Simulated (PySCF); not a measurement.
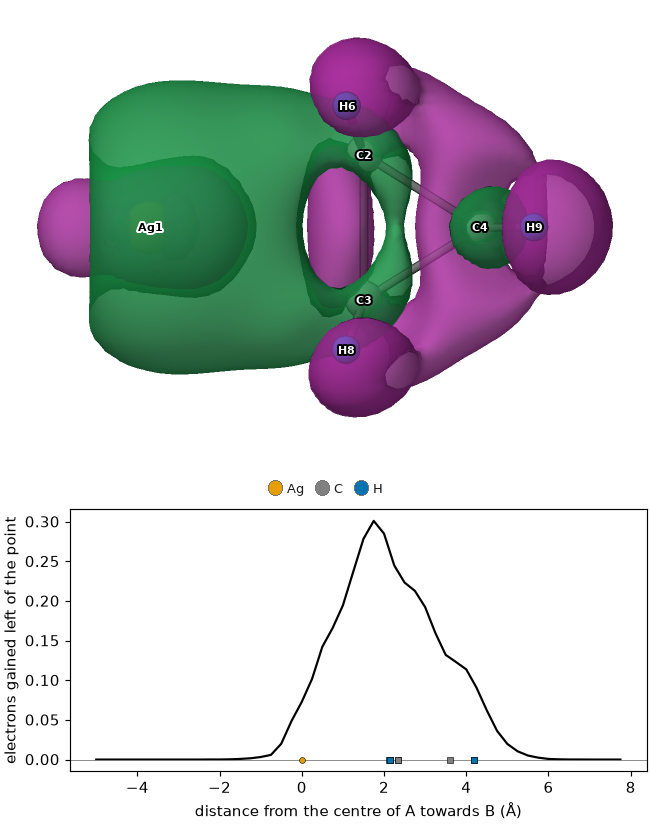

Figure. C3H6Ag, charge +1, SMILES `[Ag+].C1CC1`. Density of the complex less the densities of the two fragments at the same geometry, ±0.01 e/Å³ (green: gain, purple: loss). Fragment A: Ag(+1) (atom 1); fragment B: H6C3. Below: the charge-displacement curve along the line of centres (A on the left).

Level of theory: TPSS/def2-SVPD (PySCF), at a geometry from GFN2-xTB. Core potentials replace the inner electrons of Ag; spin–orbit coupling isn't included. GFN2-xTB bond lengths at metals and heavier atoms can be off by up to 0.1 Å and shapes distorted, which carries into these values.

Input script:

```python
import numpy as np
from pyscf import gto, scf, dft
from pyscf.scf import atom_ks, atom_hf
from scipy.linalg import block_diag
from pyscf.dispersion import dftd3

def solve(mol, dm0=None, hcore=None):
    mf = (dft.UKS if mol.spin else dft.RKS)(mol, xc='tpss')
    mf.grids.level = 3
    mf = mf.density_fit(auxbasis='def2-universal-jkfit')
    mf.conv_tol, mf.max_cycle = 1e-8, 80
    if hcore is not None:
        mf.get_hcore = lambda *args: hcore
    mf.kernel(dm0)
    if not mf.converged:
        mf = mf.newton().run(mf.mo_coeff, mf.mo_occ, max_cycle=30)
    assert mf.converged, 'SCF not converged'
    return mf

mol = gto.M(atom='''
Ag     0.93839    -0.00016     0.00016
C     -1.39909    -0.79416    -0.00042
C     -1.39965     0.79225    -0.00055
C     -2.66670     0.00127     0.00034
H     -1.19954    -1.33736    -0.92479
H     -1.20889    -1.32809     0.92414
H     -1.19154     1.34451    -0.92501
H     -1.20093     1.33559     0.92392
H     -3.25575    -0.00113     0.90404
H     -3.25531    -0.00209    -0.90590
''', basis='def2-svpd', ecp={'Ag': 'def2-svpd'}, charge=1, spin=0, verbose=4)
mol_a = gto.M(atom='''
Ag     0.93839    -0.00016     0.00016
ghost-C     -1.39909    -0.79416    -0.00042
ghost-C     -1.39965     0.79225    -0.00055
ghost-C     -2.66670     0.00127     0.00034
ghost-H     -1.19954    -1.33736    -0.92479
ghost-H     -1.20889    -1.32809     0.92414
ghost-H     -1.19154     1.34451    -0.92501
ghost-H     -1.20093     1.33559     0.92392
ghost-H     -3.25575    -0.00113     0.90404
ghost-H     -3.25531    -0.00209    -0.90590
''', basis='def2-svpd', ecp={'Ag': 'def2-svpd'}, charge=1, spin=0, verbose=4)
mol_b = gto.M(atom='''
ghost-Ag     0.93839    -0.00016     0.00016
C     -1.39909    -0.79416    -0.00042
C     -1.39965     0.79225    -0.00055
C     -2.66670     0.00127     0.00034
H     -1.19954    -1.33736    -0.92479
H     -1.20889    -1.32809     0.92414
H     -1.19154     1.34451    -0.92501
H     -1.20093     1.33559     0.92392
H     -3.25575    -0.00113     0.90404
H     -3.25531    -0.00209    -0.90590
''', basis='def2-svpd', charge=0, spin=0, verbose=4)
ab, a, b = solve(mol), solve(mol_a), solve(mol_b)
e_int = ab.e_tot - a.e_tot - b.e_tot
print('counterpoise-corrected interaction energy / kcal/mol', e_int * 627.5095)
def disp(atoms, charge):
    m = gto.M(atom=atoms, charge=charge, basis='sto-3g', spin=None, unit='Bohr', verbose=0)
    return dftd3.DFTD3Dispersion(m, xc='tpss', version='d3bj').get_dispersion()['energy']
e_disp = disp(mol._atom, mol.charge) - disp(mol._atom[:1], mol_a.charge) - disp(mol._atom[1:], mol_b.charge)
print('D3(BJ) part / kcal/mol', e_disp * 627.5095)
# spherically averaged free atoms, for the promolecule
atom_ks.AtomSphAverageRKS.init_guess_by_vsap = lambda self, mol=None: self.init_guess_by_minao(mol)  # core potentials
atm = atom_ks.get_atm_nrks(mol, xc='tpss')
pro = block_diag(*[(atm[a[0]][2] * atm[a[0]][3]) @ atm[a[0]][2].T for a in mol._atom])
np.savez('result.npz', e_int=e_int, e_disp=e_disp, dm_a=a.make_rdm1(), dm_b=b.make_rdm1(), c=ab.mo_coeff, occ=ab.mo_occ, eps=ab.mo_energy, pro=pro, d=[f.dip_moment(verbose=0) for f in (ab, a, b)])
```

Run with:

```sh
OMP_NUM_THREADS=1 python input.py
```

The run took 62 s on 1 thread of AMD EPYC 7B13 (Zen 3), with other jobs on the host, peak memory 0.58 GiB.

Partitions, critical points and surface values were worked out afterwards from this run's density.

**How is the density rearranged on binding?**

Hirshfeld charges show 0.204 e passing from B to A. By Hirshfeld charges, electrons gather most on Ag1 (−0.204 e) and leave C4 most (+0.060 e); 0.49 e is displaced in all.

**What is the interaction energy, and which contacts carry it?**

The counterpoise-corrected interaction energy of the frozen fragments is −33.3 kcal/mol without dispersion correction and −36.0 kcal/mol with D3(BJ). D3 uses neutral-atom coefficients and tends to overbind metal cations. The pair geometry is semi-empirical, not a minimum at this level. Contacts: Ag1···C2, 2.47 Å, ρ = 0.046 a.u., a bond path close to vanishing (ellipticity 5.8); Ag1···C3, 2.47 Å, ρ = 0.046 a.u., a bond path close to vanishing (ellipticity 6.5). The pose is a local one from a semi-empirical search, not shown to be the most stable.
